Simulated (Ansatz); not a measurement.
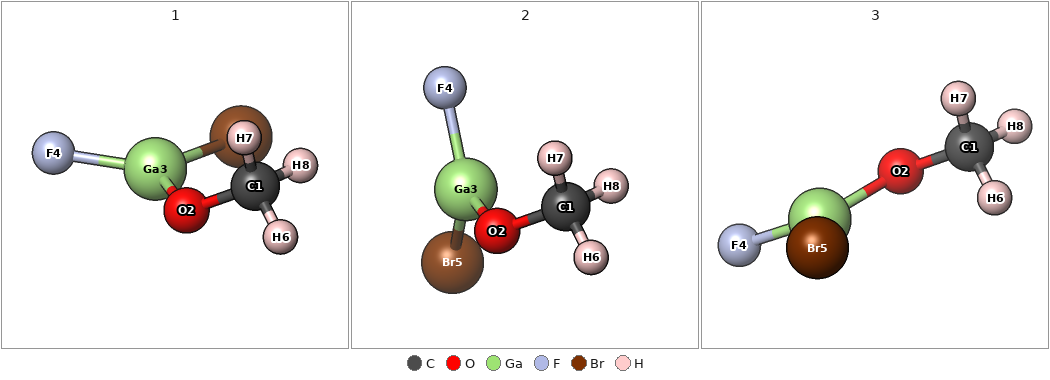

CH₃BrFGaO, SMILES C[O][Ga]([F])[Br]. 
- Coordinates scanned: (1) dihedral C1–O2–Ga3–F4; (2) dihedral H6–C1–O2–Ga3.
- Nothing is relaxed (all other coordinates rigid).
- The grid has 9 × 9 points.
- Points are written as (first, second).
- Energies: meV, counted from the relaxed molecule at the same level.
- Computed with Ansatz, RKS PBE0-D4/def2-SVP.

The numbered pictures are structures from this grid.

Which is the most stable, and how do the others follow?

3, at (−180°, 53.5°): 20 meV; 1, at (−140°, 211.0°): 73 meV; 2, at (−60°, 211.0°): 162 meV.

The map, with the structures marked:

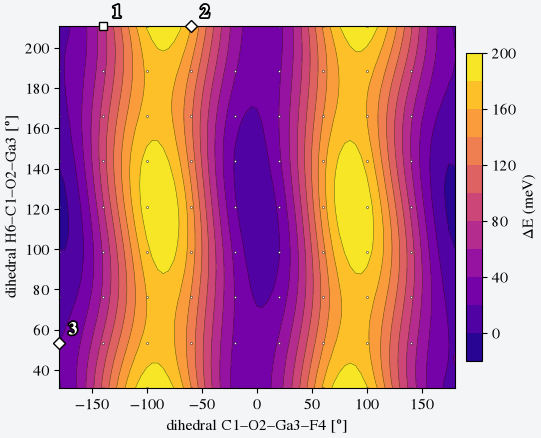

Drawn: filled contours, dots at the grid points. Between grid points the surface is interpolated.
